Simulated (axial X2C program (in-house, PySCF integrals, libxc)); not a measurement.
**Relativistic diatomic calculation, with input and output: SeH**

- system: SeH, single determinant with M_S = 1/2 and |Λ| = 1.
- method: M06, spin-free X2C-1e, Se dyall-v3z, H dyall-v3z (cores contracted) (axial X2C program (in-house, PySCF integrals, libxc))

## Input
```
{"zs": [34, 1], "q": 0, "bas": ["dyall-v3z", "dyall-v3z"], "levels": ["PBE0", "HF", "TPSS", "M06"], "cc": false, "r0": 1.036, "npts": 10, "nst": 2, "ntry": 6}
```

The line is the task of a batch: nuclear charges, charge, bases, the levels to run, a first guess of the distance and further settings. This report covers M06 without spin-orbit coupling. The log is that of the reference distance 1.472 Å.

Launched within a batch (the task file carries these settings):
```bash
python <driver script> task.json out
```

## The program's output
```
spin-free X2C-1e  M06
basis functions 89  fitting functions 580  grid points 5072
iter        total energy     max residual
   1      -2430.513310058     9.62e-02
   2      -2430.515440632     2.26e-03
   3      -2430.515477326     1.24e-03
   4      -2430.515496973     5.21e-04
   5      -2430.515500051     1.18e-04
   6      -2430.515500170     6.36e-05
   7      -2430.515500207     5.00e-06
   8      -2430.515500208     1.78e-06
converged
one-electron -3404.66606333  Coulomb 1050.91369094  exact exchange -23.53966886  xc functional -65.44630213  nuclear repulsion 12.22284319
```

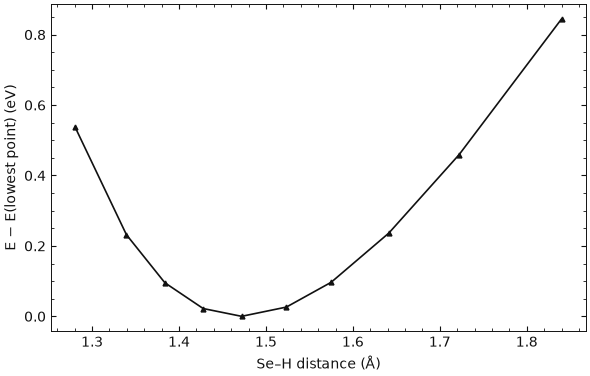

Figure 1. Energy at 10 bond lengths, for one set of occupations held fixed; the line joins the points. A polynomial of degree 6 through 9 points gives rₑ = 1.472 Å, ωₑ = 2412 cm⁻¹, ωₑxₑ = 37 cm⁻¹ and Bₑ = 7.819 cm⁻¹. The minimum lies 3.35 eV below Se + H, each computed as one determinant at the same level.

## Outcome

| quantity | value |
| --- | --- |
| outcome | converged |
| bond length rₑ | 1.472 Å |
| ωₑ | 2412 cm⁻¹ |
| energy at the minimum | −2430.51550 hartree |
| depth below the fragments | 3.35 eV |
| largest ⟨S²⟩ along the curve | 0.76 |
| hardware | 1 thread of Arm Neoverse N1, 98 GiB of memory available, shared host |
| wall time | 5.1 s |

## What is odd here

This input holds a deliberate oddity: far start. The program ran to the end. Its numbers are those of the input as typed; this run alone doesn't show how far the oddity moves them.
